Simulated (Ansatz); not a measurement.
# B2H (quartet): wB97M-V, B2PLYP over vertical spin and charge gaps, def2-QZVPP

Aim: run B2H (quartet) with these functionals over vertical spin and charge gaps, and hold them against the top wave-function level at the same points.

Computed with Ansatz 0.2.0, Gaussian basis. Level: def2-QZVPP, all electrons in the functionals, frozen cores in the correlation of double hybrids and RPA.

The runs, in order: wB97M-V, B2PLYP, at charge 0, quartet; charge 0, doublet; charge 0, sextet; charge 1, triplet; charge 1, quintet.

### Step 1. The system

The geometry is a PBE0/def2-TZVP stationary point (not a proven minimum).

3 atoms, charge 0, spin multiplicity 4.

Atoms are counted from 1 here; the program's logs count them from 0.

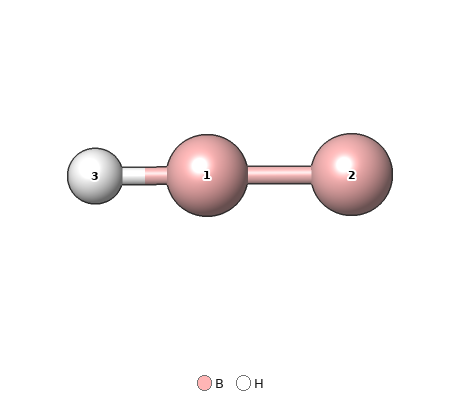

The geometry (boron pink, hydrogen white); atoms are numbered from 1 in the order of the file.

No dispersion term is added; wB97M-V holds VV10 nonlocal correlation.

The geometry shown and the zero of energy belong to the point charge 0, quartet. The yardstick, UCCSD(T), and other wave-function levels (R restricted, U unrestricted, valence and pair active spaces) come from earlier runs.

### Step 2. wB97M-V, charge 0, quartet

in.yaml reads:

```yaml
crystal:
  periodic: [false, false, false]
  atoms:
    - {symbol: B, position_ang: [0.000000, 0.000000, 0.114060]}
    - {symbol: B, position_ang: [0.000000, 0.000000, -1.406367]}
    - {symbol: H, position_ang: [0.000000, 0.000000, 1.292307]}
basis:
  gaussian: {orbitals: "def2-QZVPP.json"}
magnetization: {spin_polarized: true, initial_magnetization: 3}
hamiltonian: {xc: {name: wB97M-V}}
output: {orbitals: {seedname: orbitals}}
```

On the command line:

```console
$ ansatz run in.yaml --threads 1 --pin off --events-out ev --progress --plain --max-ram 2393MiB
```

What it wrote, cut to the lines that bear on the results:

```text
Functional definition: wB97M-V
  name "wB97M-V"
  cite "Mardirossian & Head-Gordon, J. Chem. Phys. 144, 214110 (2016) doi:10.1063/1.4952647"
  cite "Becke, J. Chem. Phys. 107, 8554 (1997) doi:10.1063/1.475007"
  cite "Vydrov & Van Voorhis, J. Chem. Phys. 133, 244103 (2010) doi:10.1063/1.3521275"
  # Of w^i u^j: cxij and so on, Table III.
[...]
  gx(w, u) = 1 - cx + cx01*u + cx10*w
  gss(w, u) = css00 + css04*u^4 + css10*w + css20*w^2 + css43*w^4*u^3
  gos(w, u) = cos00 + cos10*w + (cos20 + cos21*u)*w^2 + (cos60 + cos61*u)*w^6
[...]
      + integral(e_c_pw_mod_opposite_spin*gos(b97_w_opposite, b97_u_opposite)) + vv10(b, c)
452 factors; their error is unknown
150 factors; integrals over basis functions are off by at most 2.1e-5 eV
[...]
mean field -1362.72582455 eV, -50.0792503635 hartree, gradient 4.3e-5 eV, S^2 3.751279; 0 other end points of the search recorded, 0 dependent functions left out
reference -1362.72586834 eV, -50.0792519726 hartree; 7, 4 occupied and 137, 140 virtual orbitals, 452 factors
Total energy: -1362.72586834 eV, -50.0792519726 hartree
```

Run time: 6 s. Hardware: 1 thread of Arm Neoverse V1, shared host.

From the report: ⟨S²⟩ of the determinant 3.751 (pure quartet: 3.75).

### Step 3. wB97M-V, charge 0, doublet

Edit in.yaml of step 2 so:

```diff
@@ -8,3 +8,3 @@
   gaussian: {orbitals: "def2-QZVPP.json"}
-magnetization: {spin_polarized: true, initial_magnetization: 3}
+magnetization: {spin_polarized: true, initial_magnetization: 1}
 hamiltonian: {xc: {name: wB97M-V}}
```

Launched as before.

What it wrote, cut to the lines that bear on the results:

```text
Functional definition: wB97M-V
  name "wB97M-V"
  cite "Mardirossian & Head-Gordon, J. Chem. Phys. 144, 214110 (2016) doi:10.1063/1.4952647"
  cite "Becke, J. Chem. Phys. 107, 8554 (1997) doi:10.1063/1.475007"
  cite "Vydrov & Van Voorhis, J. Chem. Phys. 133, 244103 (2010) doi:10.1063/1.3521275"
  # Of w^i u^j: cxij and so on, Table III.
[...]
  gx(w, u) = 1 - cx + cx01*u + cx10*w
  gss(w, u) = css00 + css04*u^4 + css10*w + css20*w^2 + css43*w^4*u^3
  gos(w, u) = cos00 + cos10*w + (cos20 + cos21*u)*w^2 + (cos60 + cos61*u)*w^6
[...]
      + integral(e_c_pw_mod_opposite_spin*gos(b97_w_opposite, b97_u_opposite)) + vv10(b, c)
452 factors; their error is unknown
150 factors; integrals over basis functions are off by at most 2.1e-5 eV
[...]
mean field -1361.99969173 eV, -50.0525654744 hartree, gradient 4.5e-6 eV, S^2 1.752462; 9 other end points of the search recorded, 0 dependent functions left out
reference -1361.99973580 eV, -50.0525670941 hartree; 6, 5 occupied and 138, 139 virtual orbitals, 452 factors
Total energy: -1361.99973580 eV, -50.0525670941 hartree
```

Wall time 66 s (1 thread of Arm Neoverse V1, shared host); peak memory 0.32 GiB.

From the report: ⟨S²⟩ of the determinant 1.752 (pure doublet: 0.75). The determinant is far from a pure spin state, so its energy mixes those of several spin states (harmless only where they are near-degenerate, as at dissociation).

From charge 0, quartet: +0.726 eV.

### Step 4. wB97M-V, charge 0, sextet

Edit in.yaml of step 3 so:

```diff
@@ -8,3 +8,3 @@
   gaussian: {orbitals: "def2-QZVPP.json"}
-magnetization: {spin_polarized: true, initial_magnetization: 1}
+magnetization: {spin_polarized: true, initial_magnetization: 5}
 hamiltonian: {xc: {name: wB97M-V}}
```

Launched as before.

What it wrote, cut to the lines that bear on the results:

```text
Functional definition: wB97M-V
  name "wB97M-V"
  cite "Mardirossian & Head-Gordon, J. Chem. Phys. 144, 214110 (2016) doi:10.1063/1.4952647"
  cite "Becke, J. Chem. Phys. 107, 8554 (1997) doi:10.1063/1.475007"
  cite "Vydrov & Van Voorhis, J. Chem. Phys. 133, 244103 (2010) doi:10.1063/1.3521275"
  # Of w^i u^j: cxij and so on, Table III.
[...]
  gx(w, u) = 1 - cx + cx01*u + cx10*w
  gss(w, u) = css00 + css04*u^4 + css10*w + css20*w^2 + css43*w^4*u^3
  gos(w, u) = cos00 + cos10*w + (cos20 + cos21*u)*w^2 + (cos60 + cos61*u)*w^6
[...]
      + integral(e_c_pw_mod_opposite_spin*gos(b97_w_opposite, b97_u_opposite)) + vv10(b, c)
452 factors; their error is unknown
150 factors; integrals over basis functions are off by at most 2.1e-5 eV
[...]
mean field -1353.87727870 eV, -49.7540723012 hartree, gradient 5.7e-5 eV, S^2 8.751374; 0 other end points of the search recorded, 0 dependent functions left out
reference -1353.87732027 eV, -49.7540738290 hartree; 8, 3 occupied and 136, 141 virtual orbitals, 452 factors
Total energy: -1353.87732027 eV, -49.7540738290 hartree
```

It took 8.5 s on 1 thread of Arm Neoverse V1, shared host.

From the report: ⟨S²⟩ of the determinant 8.751 (pure sextet: 8.75).

From charge 0, quartet: +8.849 eV.

### Step 5. wB97M-V, charge 1, triplet

Edit in.yaml of step 4 so:

```diff
@@ -8,3 +8,4 @@
   gaussian: {orbitals: "def2-QZVPP.json"}
-magnetization: {spin_polarized: true, initial_magnetization: 5}
+total_charge: 1
+magnetization: {spin_polarized: true, initial_magnetization: 2}
 hamiltonian: {xc: {name: wB97M-V}}
```

Launched as before.

What it wrote, cut to the lines that bear on the results:

```text
Functional definition: wB97M-V
  name "wB97M-V"
  cite "Mardirossian & Head-Gordon, J. Chem. Phys. 144, 214110 (2016) doi:10.1063/1.4952647"
  cite "Becke, J. Chem. Phys. 107, 8554 (1997) doi:10.1063/1.475007"
  cite "Vydrov & Van Voorhis, J. Chem. Phys. 133, 244103 (2010) doi:10.1063/1.3521275"
  # Of w^i u^j: cxij and so on, Table III.
[...]
  gx(w, u) = 1 - cx + cx01*u + cx10*w
  gss(w, u) = css00 + css04*u^4 + css10*w + css20*w^2 + css43*w^4*u^3
  gos(w, u) = cos00 + cos10*w + (cos20 + cos21*u)*w^2 + (cos60 + cos61*u)*w^6
[...]
      + integral(e_c_pw_mod_opposite_spin*gos(b97_w_opposite, b97_u_opposite)) + vv10(b, c)
452 factors; their error is unknown
150 factors; integrals over basis functions are off by at most 2.1e-5 eV
[...]
mean field -1353.20515311 eV, -49.7293721414 hartree, gradient 4.3e-5 eV, S^2 2.000746; 1 other end points of the search recorded, 0 dependent functions left out
reference -1353.20519515 eV, -49.7293736863 hartree; 6, 4 occupied and 138, 140 virtual orbitals, 452 factors
Total energy: -1353.20519515 eV, -49.7293736863 hartree
```

Run time: 8.5 s. Hardware: 1 thread of Arm Neoverse V1, shared host.

From the report: ⟨S²⟩ of the determinant 2.001 (pure triplet: 2.00).

From charge 0, quartet: +9.521 eV.

### Step 6. wB97M-V, charge 1, quintet

Edit in.yaml of step 5 so:

```diff
@@ -9,3 +9,3 @@
 total_charge: 1
-magnetization: {spin_polarized: true, initial_magnetization: 2}
+magnetization: {spin_polarized: true, initial_magnetization: 4}
 hamiltonian: {xc: {name: wB97M-V}}
```

Launched as before.

What it wrote, cut to the lines that bear on the results:

```text
Functional definition: wB97M-V
  name "wB97M-V"
  cite "Mardirossian & Head-Gordon, J. Chem. Phys. 144, 214110 (2016) doi:10.1063/1.4952647"
  cite "Becke, J. Chem. Phys. 107, 8554 (1997) doi:10.1063/1.475007"
  cite "Vydrov & Van Voorhis, J. Chem. Phys. 133, 244103 (2010) doi:10.1063/1.3521275"
  # Of w^i u^j: cxij and so on, Table III.
[...]
  gx(w, u) = 1 - cx + cx01*u + cx10*w
  gss(w, u) = css00 + css04*u^4 + css10*w + css20*w^2 + css43*w^4*u^3
  gos(w, u) = cos00 + cos10*w + (cos20 + cos21*u)*w^2 + (cos60 + cos61*u)*w^6
[...]
      + integral(e_c_pw_mod_opposite_spin*gos(b97_w_opposite, b97_u_opposite)) + vv10(b, c)
452 factors; their error is unknown
150 factors; integrals over basis functions are off by at most 2.1e-5 eV
[...]
mean field -1348.47026542 eV, -49.5553682283 hartree, gradient 3.1e-5 eV, S^2 6.001867; 0 other end points of the search recorded, 0 dependent functions left out
reference -1348.47030774 eV, -49.5553697835 hartree; 7, 3 occupied and 137, 141 virtual orbitals, 452 factors
Total energy: -1348.47030774 eV, -49.5553697835 hartree
```

It took 6 s on 1 thread of Arm Neoverse V1, shared host.

From the report: ⟨S²⟩ of the determinant 6.002 (pure quintet: 6.00).

From charge 0, quartet: +14.256 eV.

### Step 7. B2PLYP, charge 0, quartet

in.yaml reads:

```yaml
crystal:
  periodic: [false, false, false]
  atoms:
    - {symbol: B, position_ang: [0.000000, 0.000000, 0.114060]}
    - {symbol: B, position_ang: [0.000000, 0.000000, -1.406367]}
    - {symbol: H, position_ang: [0.000000, 0.000000, 1.292307]}
basis:
  gaussian: {orbitals: "def2-QZVPP.json"}
magnetization: {spin_polarized: true, initial_magnetization: 3}
hamiltonian: {xc: {name: B2PLYP}}
correlation: {electrons: outside_noble_gas}
```

The command is unchanged.

What it wrote, cut to the lines that bear on the results:

```text
Functional definition: B2PLYP
  name "B2PLYP"
  cite "Grimme, J. Chem. Phys. 124, 034108 (2006) doi:10.1063/1.2148954"
  cite "Becke, Phys. Rev. A 38, 3098 (1988) doi:10.1103/PhysRevA.38.3098"
  cite "Lee, Yang & Parr, Phys. Rev. B 37, 785 (1988) doi:10.1103/PhysRevB.37.785"
[...]
870 factors; integrals over basis functions are off by at most 1.2e-3 eV
[...]
mean field -1360.80207819 eV, -50.0085539886 hartree, gradient 3.4e-6 eV, S^2 3.752723; 0 other end points of the search recorded, 0 dependent functions left out
2 core orbitals not correlated: weight in the atoms' cores, before any rotation towards them, 1.000 or more for the frozen orbitals, at most 0.000 for the correlated occupied ones
reference -1360.80220629 eV, -50.0085586964 hartree; 5, 2 occupied and 137, 140 virtual orbitals, 870 factors
second order -4.57156121 eV of doubles, -0.00000000 eV of singles
Total energy: -1362.03652782 eV, -50.0539191759 hartree
```

It took 3.9 s on 1 thread of Arm Neoverse V1, shared host.

From the report: ⟨S²⟩ of the determinant 3.753 (pure quartet: 3.75).

### Step 8. B2PLYP, charge 0, doublet

Edit in.yaml of step 7 so:

```diff
@@ -8,3 +8,3 @@
   gaussian: {orbitals: "def2-QZVPP.json"}
-magnetization: {spin_polarized: true, initial_magnetization: 3}
+magnetization: {spin_polarized: true, initial_magnetization: 1}
 hamiltonian: {xc: {name: B2PLYP}}
```

The command is unchanged.

What it wrote, cut to the lines that bear on the results:

```text
Functional definition: B2PLYP
  name "B2PLYP"
  cite "Grimme, J. Chem. Phys. 124, 034108 (2006) doi:10.1063/1.2148954"
  cite "Becke, Phys. Rev. A 38, 3098 (1988) doi:10.1103/PhysRevA.38.3098"
  cite "Lee, Yang & Parr, Phys. Rev. B 37, 785 (1988) doi:10.1103/PhysRevB.37.785"
[...]
870 factors; integrals over basis functions are off by at most 1.2e-3 eV
[...]
mean field -1360.29496277 eV, -49.9899178406 hartree, gradient 1.7e-6 eV, S^2 1.758336; 13 other end points of the search recorded, 0 dependent functions left out
2 core orbitals not correlated: weight in the atoms' cores, before any rotation towards them, 1.000 or more for the frozen orbitals, at most 0.000 for the correlated occupied ones
reference -1360.29508988 eV, -49.9899225119 hartree; 4, 3 occupied and 138, 139 virtual orbitals, 870 factors
second order -4.61306974 eV of doubles, -0.00000000 eV of singles
Total energy: -1361.54061871 eV, -50.0356948522 hartree
```

It took 23 s on 1 thread of Arm Neoverse V1, shared host.

From the report: ⟨S²⟩ of the determinant 1.758 (pure doublet: 0.75). The determinant is far from a pure spin state, so its energy mixes those of several spin states (harmless only where they are near-degenerate, as at dissociation).

From charge 0, quartet: +0.496 eV.

### Step 9. B2PLYP, charge 0, sextet

Edit in.yaml of step 8 so:

```diff
@@ -8,3 +8,3 @@
   gaussian: {orbitals: "def2-QZVPP.json"}
-magnetization: {spin_polarized: true, initial_magnetization: 1}
+magnetization: {spin_polarized: true, initial_magnetization: 5}
 hamiltonian: {xc: {name: B2PLYP}}
```

Launched as before.

What it wrote, cut to the lines that bear on the results:

```text
Functional definition: B2PLYP
  name "B2PLYP"
  cite "Grimme, J. Chem. Phys. 124, 034108 (2006) doi:10.1063/1.2148954"
  cite "Becke, Phys. Rev. A 38, 3098 (1988) doi:10.1103/PhysRevA.38.3098"
  cite "Lee, Yang & Parr, Phys. Rev. B 37, 785 (1988) doi:10.1103/PhysRevB.37.785"
[...]
870 factors; integrals over basis functions are off by at most 1.2e-3 eV
[...]
mean field -1352.20350539 eV, -49.6925622665 hartree, gradient 5.4e-6 eV, S^2 8.752752; 2 other end points of the search recorded, 0 dependent functions left out
2 core orbitals not correlated: weight in the atoms' cores, before any rotation towards them, 1.000 or more for the frozen orbitals, at most 0.000 for the correlated occupied ones
reference -1352.20363362 eV, -49.6925669791 hartree; 6, 1 occupied and 136, 141 virtual orbitals, 870 factors
second order -3.72714814 eV of doubles, -0.00000000 eV of singles
Total energy: -1353.20996362 eV, -49.7295489245 hartree
```

Wall time 5.5 s (1 thread of Arm Neoverse V1, shared host).

From the report: ⟨S²⟩ of the determinant 8.753 (pure sextet: 8.75).

From charge 0, quartet: +8.827 eV.

### Step 10. B2PLYP, charge 1, triplet

Edit in.yaml of step 9 so:

```diff
@@ -8,3 +8,4 @@
   gaussian: {orbitals: "def2-QZVPP.json"}
-magnetization: {spin_polarized: true, initial_magnetization: 5}
+total_charge: 1
+magnetization: {spin_polarized: true, initial_magnetization: 2}
 hamiltonian: {xc: {name: B2PLYP}}
```

The command is unchanged.

What it wrote, cut to the lines that bear on the results:

```text
Functional definition: B2PLYP
  name "B2PLYP"
  cite "Grimme, J. Chem. Phys. 124, 034108 (2006) doi:10.1063/1.2148954"
  cite "Becke, Phys. Rev. A 38, 3098 (1988) doi:10.1103/PhysRevA.38.3098"
  cite "Lee, Yang & Parr, Phys. Rev. B 37, 785 (1988) doi:10.1103/PhysRevB.37.785"
[...]
870 factors; integrals over basis functions are off by at most 1.2e-3 eV
[...]
mean field -1351.66219167 eV, -49.6726693544 hartree, gradient 1.3e-6 eV, S^2 2.002567; 6 other end points of the search recorded, 0 dependent functions left out
2 core orbitals not correlated: weight in the atoms' cores, before any rotation towards them, 1.000 or more for the frozen orbitals, at most 0.000 for the correlated occupied ones
reference -1351.66231596 eV, -49.6726739218 hartree; 4, 2 occupied and 138, 140 virtual orbitals, 870 factors
second order -3.49468089 eV of doubles, -0.00000000 eV of singles
Total energy: -1352.60587980 eV, -49.7073492534 hartree
```

It took 10 s on 1 thread of Arm Neoverse V1, shared host.

From the report: ⟨S²⟩ of the determinant 2.003 (pure triplet: 2.00).

From charge 0, quartet: +9.431 eV.

### Step 11. B2PLYP, charge 1, quintet

Edit in.yaml of step 10 so:

```diff
@@ -9,3 +9,3 @@
 total_charge: 1
-magnetization: {spin_polarized: true, initial_magnetization: 2}
+magnetization: {spin_polarized: true, initial_magnetization: 4}
 hamiltonian: {xc: {name: B2PLYP}}
```

The command is unchanged.

What it wrote, cut to the lines that bear on the results:

```text
Functional definition: B2PLYP
  name "B2PLYP"
  cite "Grimme, J. Chem. Phys. 124, 034108 (2006) doi:10.1063/1.2148954"
  cite "Becke, Phys. Rev. A 38, 3098 (1988) doi:10.1103/PhysRevA.38.3098"
  cite "Lee, Yang & Parr, Phys. Rev. B 37, 785 (1988) doi:10.1103/PhysRevB.37.785"
[...]
870 factors; integrals over basis functions are off by at most 1.2e-3 eV
[...]
mean field -1346.85279174 eV, -49.4959271667 hartree, gradient 4.3e-6 eV, S^2 6.004411; 2 other end points of the search recorded, 0 dependent functions left out
2 core orbitals not correlated: weight in the atoms' cores, before any rotation towards them, 1.000 or more for the frozen orbitals, at most 0.000 for the correlated occupied ones
reference -1346.85291426 eV, -49.4959316694 hartree; 5, 1 occupied and 137, 141 virtual orbitals, 870 factors
second order -3.65289664 eV of doubles, -0.00000000 eV of singles
Total energy: -1347.83919635 eV, -49.5321768678 hartree
```

Run time: 5.5 s. Hardware: 1 thread of Arm Neoverse V1, shared host.

From the report: ⟨S²⟩ of the determinant 6.004 (pure quintet: 6.00).

From charge 0, quartet: +14.197 eV.

### Step 12. Against the wave-function levels

No level is safe as a reference over these points; UCCSD(T) serves as a yardstick only. It comes from earlier runs at the same points. Energies in eV, counted from charge 0, quartet; blanks weren't run or aren't comparable.

```tsv
level	quartet to doublet	quartet to sextet	ionisation to the triplet cation	ionisation to the quintet cation
UCCSD(T)	0.450	8.630	9.560	14.139
wB97M-V	0.726	8.849	9.521	14.256
B2PLYP	0.496	8.827	9.431	14.197
```

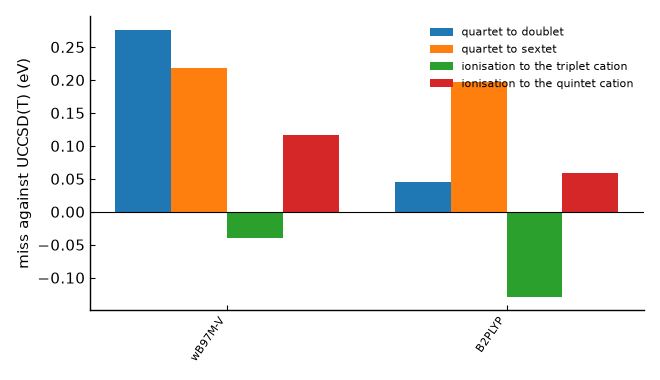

Misses of the gaps against UCCSD(T).

Largest miss and mean time a point (UCCSD(T) took 20 s a point; shared hosts):

```tsv
level	largest miss (eV)	where	time a point
wB97M-V	+0.276	quartet to doublet	19 s
B2PLYP	+0.196	quartet to sextet	9.5 s
```

### Step 13. What came out

| quantity | value |
| --- | --- |
| quartet to doublet, UCCSD(T) | 0.450 eV |
| quartet to sextet, UCCSD(T) | 8.630 eV |
| ionisation to the triplet cation, UCCSD(T) | 9.560 eV |
| ionisation to the quintet cation, UCCSD(T) | 14.139 eV |
| largest miss, wB97M-V | +0.276 eV (quartet to doublet) |
| largest miss, B2PLYP | +0.196 eV (quartet to sextet) |

**Reading.** Of the functionals, B2PLYP keep the smallest largest miss at the points compared (at most 0.196 eV) and wB97M-V strays most (0.276 eV, at quartet to doublet). wB97M-V, B2PLYP clearly break the spin symmetry at some points (⟨S²⟩ up to 1.01 above the pure value), so energy there is bought with a mixed spin. Functionals and the yardstick converge differently with the basis, so part of each miss in def2-QZVPP is the basis. The yardstick itself may be off where one determinant is a poor start.
